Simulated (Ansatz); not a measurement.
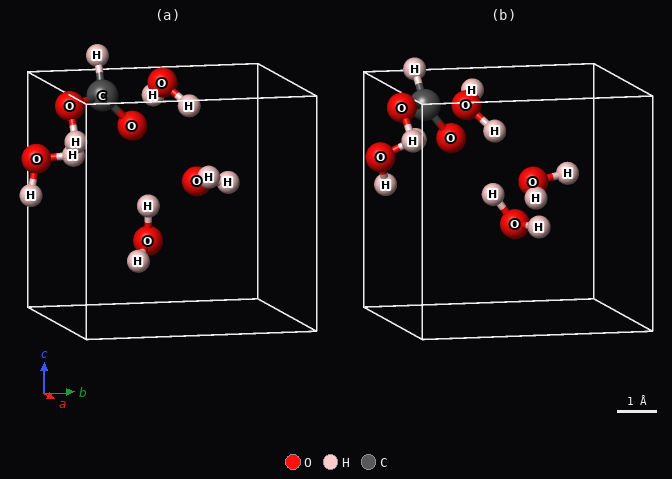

The structure of an amorphous cell of composition H₁₀CO₆ before (left) and after (right) a relaxation, at one scale.

Style: ball-and-stick. Shown: the cell of the calculation, slightly off an axis.

The cell holds 4 H2O + 1 HCOOH. The run prepares the start of a later molecular dynamics calculation, from a guessed geometry.

The calculation used Ansatz 0.2.0, DFT PBE, scalar-relativistic, plane waves, PAW. (plane-wave cutoff 420 eV; k-point mesh 1 × 1 × 1; occupations fermi dirac; smearing width 0.05 eV; no spin polarisation; atoms relaxed in a fixed cell; force threshold 0.3 eV/Å; at most 15 steps)

Question: Describe what moved and what it gained.

Answer: The relaxation stopped without meeting its thresholds, so the last structure isn't shown to be converged. It used up its limit of 15 steps. The energy falls by 136 meV per atom in 14 geometry steps. The largest force component goes from 1.5 to 0.45 eV/Å. An H atom moves most: 2.11 Å along [−1 3 1]. Largest moves by element: H 2.11 Å, O 1.27 Å, C 1.12 Å. The lattice vectors keep their values. Near-neighbour distances that change, for instance: H–O 0.969 → 1.021 Å, C–O 1.350 → 1.323 Å, C–H 1.096 → 1.114 Å, C–O 1.212 → 1.223 Å. Bond angles that change, for instance: H–O–H 104.0° → 109.5°, O–C–H 125.5° → 121.6°, C–O–H 106.0° → 108.7°. The run took 20 s on 1 thread of Arm Neoverse V2, with other jobs on the host, peak memory 0.33 GiB.

Limits of the set-up: the periodic images lie only 6.2 Å apart, so the values are limited by the cell's size.
